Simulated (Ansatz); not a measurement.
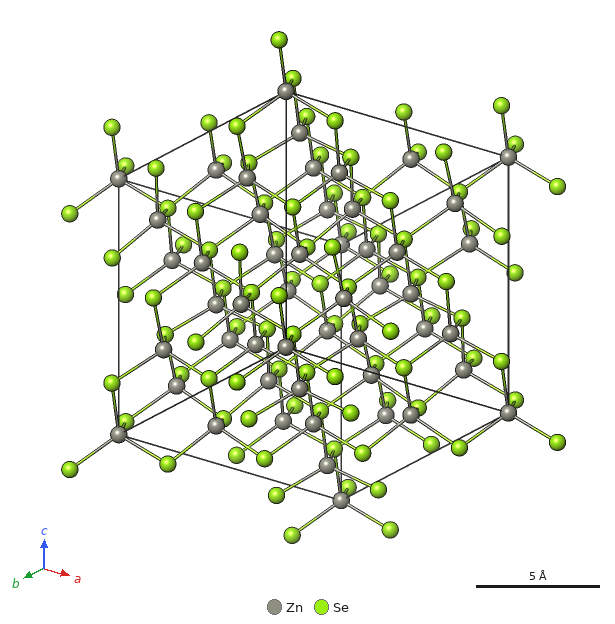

Shown here is a ball-and-stick view of the crystal, taken from a general direction. The box is the conventional unit cell; atoms on or close to its faces, edges and corners are drawn wherever they repeat. Some neighbours outside the box are added. Cell: a = 11.330 Å, b = 11.330 Å, c = 11.330 Å, α = 90.00°, β = 90.00°, γ = 90.00°.

Describe the crystal.

- The material is Zn$_{7}$Se$_{8}$.
- The atoms follow space group F-43m (No. 216); the Bravais lattice is face-centred cubic.
- In the cell are 28 Zn, 32 Se, which makes 4 formula units.
- Around each Zn lie four Se in a distorted tetrahedral arrangement at about 2.4 to 2.5 Å. Se takes two kinds of site: 16e with three Zn in a trigonal pyramidal arrangement at about 2.4 Å; 16e with four Zn in a tetrahedral arrangement at about 2.5 Å.
- The bonds build a three-dimensional framework.

The structure was taken from a structure listed in the Materials Project, repeated into a supercell with a point defect put in. The atoms were relaxed in a fixed cell with Ansatz, DFT r2SCAN, scalar-relativistic, plane waves, PAW.
